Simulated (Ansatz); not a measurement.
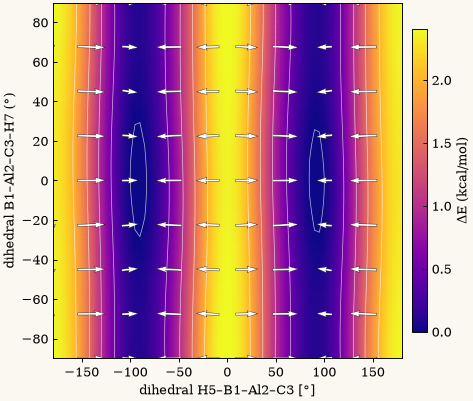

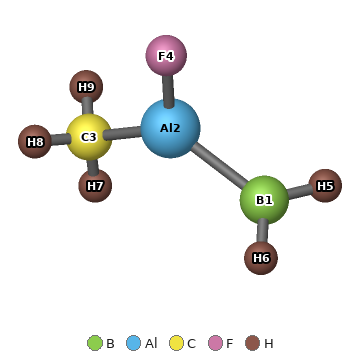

Energy landscape of CH5AlBF, SMILES [BH2][Al]([CH3])[F]. First axis: dihedral H5–B1–Al2–C3. Second axis: dihedral B1–Al2–C3–H7. Nothing is relaxed (all other coordinates rigid). The grid has 9 × 9 points. Energies are in kcal/mol, from the lowest grid point. The calculation used RKS B3LYP-D4/def2-TZVP in Ansatz 0.2.0.

Drawn: a smooth colour map with a few white contour lines, arrows along the force (downhill), their lengths compressed. Between grid points the surface is interpolated. The second picture is the structure at the lowest point.

### Summarise what can be read from the map.

The lowest grid point is at dihedral H5–B1–Al2–C3 = 100°, dihedral B1–Al2–C3–H7 = 0.0°; the map holds 2 wells of about this depth. The energy also falls towards the edge at dihedral H5–B1–Al2–C3 = 100°, dihedral B1–Al2–C3–H7 = 90.0° (0.12 kcal/mol above the lowest) and dihedral H5–B1–Al2–C3 = −100°, dihedral B1–Al2–C3–H7 = −90.0° (0.13 kcal/mol above the lowest), where a further well may lie outside the range. The highest grid point, dihedral H5–B1–Al2–C3 = −180°, dihedral B1–Al2–C3–H7 = −90.0°, lies 2.40 kcal/mol above the lowest. On the interpolated surface the easiest way out of the lowest well to a well of about the same depth near dihedral H5–B1–Al2–C3 = −100°, dihedral B1–Al2–C3–H7 = 0.0° passes a barrier of about 2.3 kcal/mol.

Grid values (kcal/mol):

```
dihedral B1–Al2–C3–H7 ↓, dihedral H5–B1–Al2–C3 →  −180  −140  −100   −60   −20    20    60   100   140
                                            90.0  2.40  1.44  0.13  0.61  2.10  2.14  0.66  0.12  1.40
                                            67.5  2.38  1.42  0.13  0.61  2.09  2.12  0.65  0.13  1.40
                                            45.0  2.35  1.37  0.09  0.59  2.07  2.07  0.60  0.09  1.38
                                            22.5  2.32  1.33  0.03  0.54  2.04  2.04  0.54  0.04  1.34
                                             0.0  2.31  1.32  0.00  0.49  2.01  2.04  0.53  0.00  1.30
                                           −22.5  2.32  1.37  0.04  0.51  2.01  2.07  0.58  0.03  1.30
                                           −45.0  2.35  1.41  0.10  0.56  2.05  2.10  0.63  0.08  1.35
                                           −67.5  2.38  1.43  0.13  0.61  2.09  2.12  0.65  0.13  1.40
                                           −90.0  2.40  1.43  0.13  0.62  2.11  2.13  0.65  0.13  1.42
```

The input of one point:

```yaml
crystal:
  periodic: [false, false, false]
  atoms:
    - { symbol: B, position_ang: [-1.014476, 1.55844, -0.89828] }
    - { symbol: Al, position_ang: [0.299989, -0.071879, -0.559332] }
    - { symbol: C, position_ang: [1.729451, -0.720565, -1.717241] }
    - { symbol: F, position_ang: [0.073686, -0.891787, 0.87458] }
    - { symbol: H, position_ang: [-2.132164, 1.415607, -1.296685] }
    - { symbol: H, position_ang: [-0.702924, 2.693661, -0.691814] }
    - { symbol: H, position_ang: [1.825546, -0.142428, -2.639277] }
    - { symbol: H, position_ang: [2.693381, -0.687346, -1.200184] }
    - { symbol: H, position_ang: [1.559705, -1.765463, -1.994913] }
basis:
  gaussian: { orbitals: def2-TZVP }
hamiltonian:
  xc: { name: B3LYP }
  dispersion: d4
output:
  forces: true
```

Time for the 81 points that were run: 14 min on 1 thread of Arm Neoverse V1 (shared host).
